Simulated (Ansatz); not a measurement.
# Calculations on C$_{2}$H$_{7}$OPS

### Relaxation

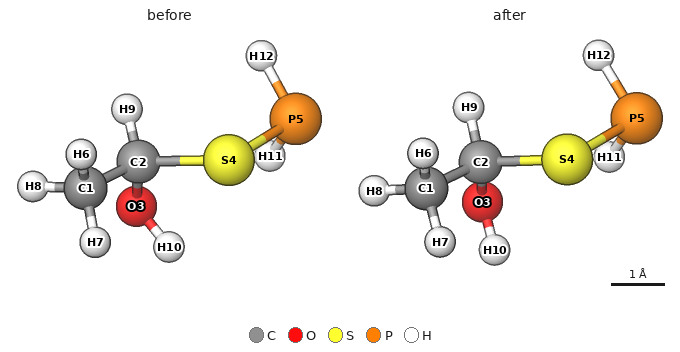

The structure of C₂H₇OPS before (left) and after (right) a relaxation, at one scale.

A ball-and-stick model, seen from a free direction.

The run prepares an end point of a later path (torsion) calculation, from a guessed geometry.

Level of theory: RKS PBE0/def2-SVP (Ansatz 0.2.0).

Input file:
```yaml
crystal:
  periodic: [false, false, false]
  atoms:
    - { symbol: C, position_ang: [-1.6745, 0.447, -0.2437] }
    - { symbol: C, position_ang: [-0.303, -0.0432, -0.2741] }
    - { symbol: O, position_ang: [-0.3319, -1.3661, 0.2162] }
    - { symbol: S, position_ang: [0.8454, 1.0181, 0.7472] }
    - { symbol: P, position_ang: [2.7287, 0.2251, 0.548] }
    - { symbol: H, position_ang: [-1.7832, 1.5266, -0.6531] }
    - { symbol: H, position_ang: [-2.1206, 0.4779, 0.7591] }
    - { symbol: H, position_ang: [-2.3303, -0.1315, -0.8737] }
    - { symbol: H, position_ang: [0.0807, -0.0438, -1.2586] }
    - { symbol: H, position_ang: [-0.2688, -1.264, 1.2208] }
    - { symbol: H, position_ang: [2.3971, -1.1444, 0.676] }
    - { symbol: H, position_ang: [2.8375, 0.2432, -0.83] }
basis:
  gaussian: { orbitals: def2-SVP }
hamiltonian:
  xc: pbe0
relax:
  f_tol: 0.015
  max_steps: 40
```

Command:
```bash
ansatz run input.yaml --threads 2 --pin off --max-ram 3072MiB --backend cpu --events-out ev --progress --plain --runs-dir out
```

Question: Describe what moved and what it gained.

Answer: The largest move after the best rigid fit is that of H10, 0.28 Å. By element the largest moves are H 0.28 Å, O 0.15 Å, S 0.10 Å, P 0.05 Å, C 0.05 Å. Near-neighbour distances that change, for instance: S4–P5 2.053 → 2.120 Å, C1–H6 1.160 → 1.099 Å, C1–C2 1.457 → 1.517 Å, P5–H12 1.382 → 1.433 Å. Among the angles between lasting bonds that change: C1–C2–O3 106.8° → 113.1°, H6–C1–H8 103.7° → 108.9°, C1–C2–S4 112.1° → 107.2°. Groups turn about C2–O3 by about 25°. After 9 accepted moves (10 points after the start) the energy has fallen by 40.0 kJ/mol. The largest force component goes from 3.7 to 0.012 eV/Å. The line search rejected the trial step at point 3 of the run. The forces were under the threshold at step 7, but the run went on from there.

### Relaxation

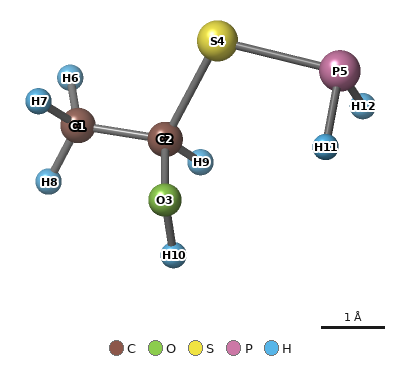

Starting structure of C$_{2}$H$_{7}$OPS. The picture is a ball-and-stick view, seen from a free direction.

The run prepares an end point of a later path (torsion) calculation, from a guessed geometry.

Theory: RKS PBE0/def2-SVP (Ansatz).

The input:
```yaml
crystal:
  periodic: [false, false, false]
  atoms:
    - { symbol: C, position_ang: [-1.6745, 0.447, -0.2437] }
    - { symbol: C, position_ang: [-0.303, -0.0432, -0.2741] }
    - { symbol: O, position_ang: [-0.3319, -1.3661, 0.2162] }
    - { symbol: S, position_ang: [0.8454, 1.0181, 0.7472] }
    - { symbol: P, position_ang: [2.7287, 0.2251, 0.548] }
    - { symbol: H, position_ang: [-1.7832, 1.5266, -0.6531] }
    - { symbol: H, position_ang: [-2.1206, 0.4779, 0.7591] }
    - { symbol: H, position_ang: [-2.3303, -0.1315, -0.8737] }
    - { symbol: H, position_ang: [0.0807, -0.0438, -1.2586] }
    - { symbol: H, position_ang: [-0.40532, -1.94076, -0.61326] }
    - { symbol: H, position_ang: [2.3971, -1.1444, 0.676] }
    - { symbol: H, position_ang: [2.8375, 0.2432, -0.83] }
basis:
  gaussian: { orbitals: def2-SVP }
hamiltonian:
  xc: pbe0
relax:
  f_tol: 0.015
  max_steps: 40
output:
  orbitals: {}
```

Command:
```bash
ansatz run input.yaml --threads 2 --pin off --max-ram 3072MiB --backend cpu --events-out ev --progress --plain --runs-dir out
```

**Predict the outcome.**

H10 moves most after the best rigid fit: 0.99 Å. Largest moves by element: H 0.99 Å, O 0.24 Å, P 0.14 Å, S 0.13 Å, C 0.12 Å. Near-neighbour distances that change, for instance: C1–H6 1.160 → 1.099 Å, S4–P5 2.053 → 2.109 Å, C1–C2 1.457 → 1.511 Å, P5–H12 1.382 → 1.434 Å. Bond angles that change, for instance: H6–C1–H8 103.7° → 109.1°, C1–C2–S4 112.1° → 107.2°, C2–O3–H10 104.4° → 108.8°. Groups turn about C2–O3 by about 80°. The energy falls by 46.2 kJ/mol in 21 accepted moves (23 points after the start). Largest force component: 3.7 eV/Å at the start, 0.004 eV/Å at the end. The line search rejected the trial steps at points 11, 15 of the run.

Final geometry:

```xyz
12

C    -1.7619    0.5295   -0.2607
C    -0.3678   -0.0459   -0.3513
O    -0.4199   -1.3829   -0.0054
S     0.7235    0.9741    0.7667
P     2.6375    0.1290    0.5018
H    -1.7707    1.5932   -0.5354
H    -2.1480    0.4171    0.7629
H    -2.4248   -0.0233   -0.9425
H     0.0506    0.1005   -1.3663
H     0.4497   -1.7749   -0.1478
H     2.3250   -1.2568    0.7052
H     2.6475    0.0085   -0.9272
```

The end point in the same view:

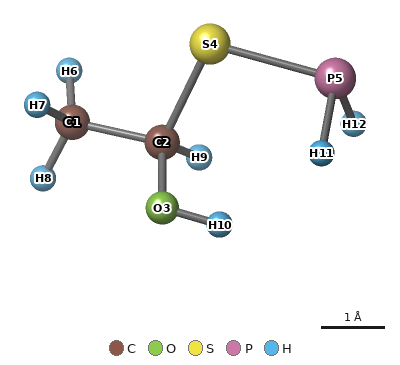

### Path

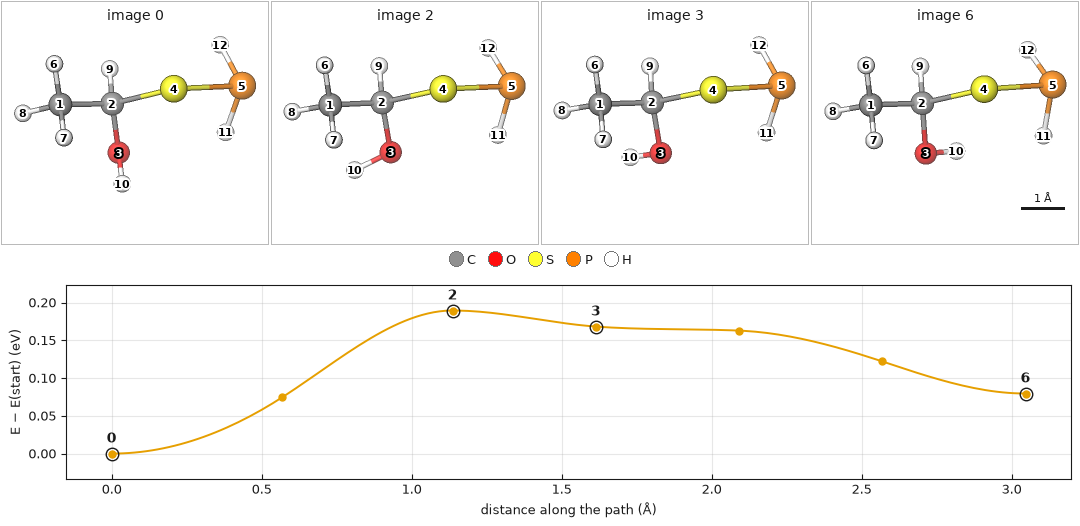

NEB run on C$_{2}$H$_{7}$OPS. Images are numbered from 0 (start) to 6 (end). Style: ball-and-stick. Shown from a free direction.

Level of theory: Ansatz, RKS PBE0/def2-SVP. Set-up: 5 movable images; climbing image; force threshold 0.05 eV/Å; iteration limit 60; starting path through a guess of the saddle point.

**Read off the barrier and say what moves.**

The highest point, image 2, lies 0.189 eV above the start and 0.110 eV above the end; the end is at +0.080 eV relative to the start. The motion is a rotation about the C2–O3 bond by about 235°. No bond forms or breaks between the ends. Among the angles between lasting bonds that change up to the highest image: O3–C2–H9 106.1° → 110.4°, O3–C2–S4 112.7° → 109.7°. The band converged in 16 iterations, with a climbing image at the top. At the top, the vibrational analysis gives one imaginary mode (292i cm⁻¹), as a transition state must have.

The run took 4.4 min on 2 threads of Arm Neoverse V1, on a shared host, peak memory 0.27 GiB.
